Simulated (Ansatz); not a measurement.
**CH₇GeNO: small, medium and large basis sets**

Aim: see how fast density functionals converge with the basis set for CH₇GeNO.

Method: one geometry, several basis sets; program: Ansatz 0.2.0, Gaussian basis.

Plan: PBE0-D4/def2-SVP; ωB97M-V/def2-SVP; PBE0-D4/def2-QZVPP; ωB97M-V/def2-QZVPP; the functionals' def2-TZVPP values are taken from earlier runs.

## (1) The geometry

An earlier PBE0-D4 in a triple-zeta def2 set relaxation fixed the geometry.

SMILES `N[CH2][GeH2][OH]`, 11 atoms, charge 0, spin multiplicity 1.

Atoms are counted from 1 here; the program's logs count them from 0.

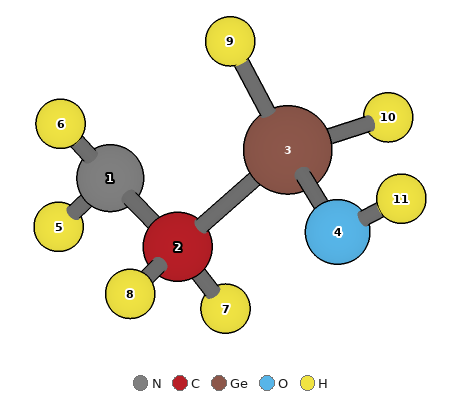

The structure; nitrogen grey, carbon red, germanium brown, oxygen blue, hydrogen yellow; atoms are numbered from 1 in the order of the file.

## (2) PBE0-D4 in def2-SVP

File in.yaml:

```yaml
crystal:
  periodic: [false, false, false]
  atoms:
    - {symbol: N, position_ang: [-0.584328, 1.759701, 0.073709]}
    - {symbol: C, position_ang: [-0.804158, 0.351441, -0.225962]}
    - {symbol: Ge, position_ang: [0.883908, -0.610048, -0.018113]}
    - {symbol: O, position_ang: [0.421244, -2.336494, 0.044773]}
    - {symbol: H, position_ang: [-1.409246, 2.309745, -0.130000]}
    - {symbol: H, position_ang: [-0.373962, 1.892994, 1.054619]}
    - {symbol: H, position_ang: [-1.101298, 0.250312, -1.272525]}
    - {symbol: H, position_ang: [-1.573765, -0.150162, 0.377009]}
    - {symbol: H, position_ang: [1.575221, -0.211984, 1.307976]}
    - {symbol: H, position_ang: [1.858745, -0.382587, -1.191878]}
    - {symbol: H, position_ang: [1.173038, -2.929917, 0.000791]}
basis:
  gaussian: {orbitals: def2-SVP}
hamiltonian: {xc: pbe0, dispersion: d4}
output: {orbitals: {seedname: orbitals}}
```

Command:

```sh
> ansatz run in.yaml --threads 4 --pin off --events-out ev --progress --plain --max-ram 10444MiB
```

Log:

```text
Functional definition: PBE0
  name "PBE0"
  cite "Adamo & Barone, J. Chem. Phys. 110, 6158 (1999) doi:10.1063/1.478522"
  cite "Perdew, Burke & Ernzerhof, Phys. Rev. Lett. 77, 3865 (1996) doi:10.1103/PhysRevLett.77.3865"
  parent pbe
  parameter a = 0.25
  parameter kappa = 0.804
  parameter beta = 0.06672455060314922
  exchange = (1 - a)*pbe_x(kappa = kappa, mu = beta*pi^2/3) + a*exact_x
  correlation = pbe_c(beta = beta)
1094 factors; integrals over basis functions are off by at most 1.4e-3 eV
mean field evaluation 1: about -61174.9412 eV, gradient 6.6e1 eV
mean field evaluation 2: about -61164.1798 eV, gradient 9.9e1 eV
mean field evaluation 4: about -61183.2913 eV, gradient 4.8e0 eV
mean field evaluation 8: about -61183.4843 eV, gradient 2.2e-1 eV
mean field evaluation 16: about -61183.4844 eV, gradient 2.9e-5 eV
mean field -61183.48439293 eV, -2248.4515797851 hartree, gradient 2.9e-5 eV, S^2 0.000000; 0 other end points of the search recorded, 0 dependent functions left out
reference -61183.48442097 eV, -2248.4515808153 hartree; 30, 30 occupied and 79, 79 virtual orbitals, 1094 factors
Total energy: -61183.64115447 eV, -2248.4573406652 hartree
```

Wall time 1.4 s (4 threads of Arm Neoverse V1, shared host).

## (3) ωB97M-V in def2-SVP

Edit in.yaml of step 2 so:

```diff
@@ -16,3 +16,3 @@
   gaussian: {orbitals: def2-SVP}
-hamiltonian: {xc: pbe0, dispersion: d4}
+hamiltonian: {xc: {name: wB97M-V}}
 output: {orbitals: {seedname: orbitals}}
```

Launched as before.

Log, cut to the lines that bear on the results:

```text
Functional definition: wB97M-V
  name "wB97M-V"
  cite "Mardirossian & Head-Gordon, J. Chem. Phys. 144, 214110 (2016) doi:10.1063/1.4952647"
  cite "Becke, J. Chem. Phys. 107, 8554 (1997) doi:10.1063/1.475007"
  cite "Vydrov & Van Voorhis, J. Chem. Phys. 133, 244103 (2010) doi:10.1063/1.3521275"
  # Of w^i u^j: cxij and so on, Table III.
[...]
  gx(w, u) = 1 - cx + cx01*u + cx10*w
  gss(w, u) = css00 + css04*u^4 + css10*w + css20*w^2 + css43*w^4*u^3
  gos(w, u) = cos00 + cos10*w + (cos20 + cos21*u)*w^2 + (cos60 + cos61*u)*w^6
[...]
      + integral(e_c_pw_mod_opposite_spin*gos(b97_w_opposite, b97_u_opposite)) + vv10(b, c)
1094 factors; integrals over basis functions are off by at most 1.4e-3 eV
303 factors; integrals over basis functions are off by at most 8.7e-6 eV
[...]
mean field -61190.50246513 eV, -2248.7094891814 hartree, gradient 1.9e-5 eV, S^2 0.000000; 0 other end points of the search recorded, 0 dependent functions left out
reference -61190.50250742 eV, -2248.7094907353 hartree; 30, 30 occupied and 79, 79 virtual orbitals, 1094 factors
Total energy: -61190.50250742 eV, -2248.7094907353 hartree
```

It took 6 s on 4 threads of Arm Neoverse V1, shared host; peak memory 0.34 GiB.

## (4) PBE0-D4 in def2-QZVPP

Edit in.yaml of step 3 so:

```diff
@@ -15,4 +15,4 @@
 basis:
-  gaussian: {orbitals: def2-SVP}
-hamiltonian: {xc: {name: wB97M-V}}
+  gaussian: {orbitals: "def2-QZVPP.json"}
+hamiltonian: {xc: pbe0, dispersion: d4}
 output: {orbitals: {seedname: orbitals}}
```

The command is unchanged.

Log:

```text
Functional definition: PBE0
  name "PBE0"
  cite "Adamo & Barone, J. Chem. Phys. 110, 6158 (1999) doi:10.1063/1.478522"
  cite "Perdew, Burke & Ernzerhof, Phys. Rev. Lett. 77, 3865 (1996) doi:10.1103/PhysRevLett.77.3865"
  parent pbe
  parameter a = 0.25
  parameter kappa = 0.804
  parameter beta = 0.06672455060314922
  exchange = (1 - a)*pbe_x(kappa = kappa, mu = beta*pi^2/3) + a*exact_x
  correlation = pbe_c(beta = beta)
1526 factors; their error is unknown
mean field evaluation 1: about -61186.0749 eV, gradient 8.1e1 eV
mean field evaluation 2: about -61166.8279 eV, gradient 1.3e2 eV
mean field evaluation 4: about -61197.5755 eV, gradient 8.3e0 eV
mean field evaluation 8: about -61197.7045 eV, gradient 2.0e-1 eV
mean field evaluation 16: about -61197.8456 eV, gradient 1.8e-4 eV
mean field -61197.84564268 eV, -2248.9793459790 hartree, gradient 2.7e-5 eV, S^2 0.000000; 0 other end points of the search recorded, 0 dependent functions left out
reference -61197.84568104 eV, -2248.9793473884 hartree; 30, 30 occupied and 440, 440 virtual orbitals, 1526 factors
Total energy: -61198.00241454 eV, -2248.9851072383 hartree
```

Run time: 9.5 s. Hardware: 4 threads of Arm Neoverse V1, shared host; peak memory 1.7 GiB.

## (5) ωB97M-V in def2-QZVPP

Edit in.yaml of step 4 so:

```diff
@@ -16,3 +16,3 @@
   gaussian: {orbitals: "def2-QZVPP.json"}
-hamiltonian: {xc: pbe0, dispersion: d4}
+hamiltonian: {xc: {name: wB97M-V}}
 output: {orbitals: {seedname: orbitals}}
```

Same command.

Log, cut to the lines that bear on the results:

```text
Functional definition: wB97M-V
  name "wB97M-V"
  cite "Mardirossian & Head-Gordon, J. Chem. Phys. 144, 214110 (2016) doi:10.1063/1.4952647"
  cite "Becke, J. Chem. Phys. 107, 8554 (1997) doi:10.1063/1.475007"
  cite "Vydrov & Van Voorhis, J. Chem. Phys. 133, 244103 (2010) doi:10.1063/1.3521275"
  # Of w^i u^j: cxij and so on, Table III.
[...]
  gx(w, u) = 1 - cx + cx01*u + cx10*w
  gss(w, u) = css00 + css04*u^4 + css10*w + css20*w^2 + css43*w^4*u^3
  gos(w, u) = cos00 + cos10*w + (cos20 + cos21*u)*w^2 + (cos60 + cos61*u)*w^6
[...]
      + integral(e_c_pw_mod_opposite_spin*gos(b97_w_opposite, b97_u_opposite)) + vv10(b, c)
1514 factors; their error is unknown
381 factors; integrals over basis functions are off by at most 6.6e-6 eV
[...]
mean field -61205.02094875 eV, -2249.2430336135 hartree, gradient 4.6e-5 eV, S^2 0.000000; 0 other end points of the search recorded, 0 dependent functions left out
reference -61205.02100954 eV, -2249.2430358475 hartree; 30, 30 occupied and 440, 440 virtual orbitals, 1514 factors
Total energy: -61205.02100954 eV, -2249.2430358475 hartree
```

It took 21 s on 4 threads of Arm Neoverse V1, shared host; peak memory 2 GiB.

## (6) Functionals by basis

The def2-TZVPP values come from earlier runs at the same geometry.

```
functional       basis  functions  energy (eV)  from the largest (eV)  HOMO (eV)  LUMO (eV)
   PBE0-D4    def2-SVP        109  -61183.6412                 14.361      -6.68       0.81
   PBE0-D4  def2-TZVPP        239  -61196.4815                  1.521      -6.96       0.34
   PBE0-D4  def2-QZVPP        470  -61198.0024                  0.000      -7.02       0.06
   ωB97M-V    def2-SVP        109  -61190.5025                 14.519      -9.06       2.62
   ωB97M-V  def2-TZVPP        239  -61203.5365                  1.485      -9.34       1.95
   ωB97M-V  def2-QZVPP        470  -61205.0210                  0.000      -9.39       1.48
```

## (7) Summary of results

```
                                       quantity           value
PBE0-D4: double and triple zeta above quadruple  14.36, 1.52 eV
ωB97M-V: double and triple zeta above quadruple  14.52, 1.48 eV
```

**Reading.** For PBE0-D4 the step from double to triple zeta gains 12.84 eV and the next only 1.52 eV. Total energies overstate the basis error of differences, where much of it tends to cancel. The LUMO of ωB97M-V is positive and keeps falling with the basis (2.62 to 1.48 eV): an unbound level that the basis holds in place.

For PBE0-D4 the largest set took about 7 times as long as the smallest (9.5 s against 1.4 s).
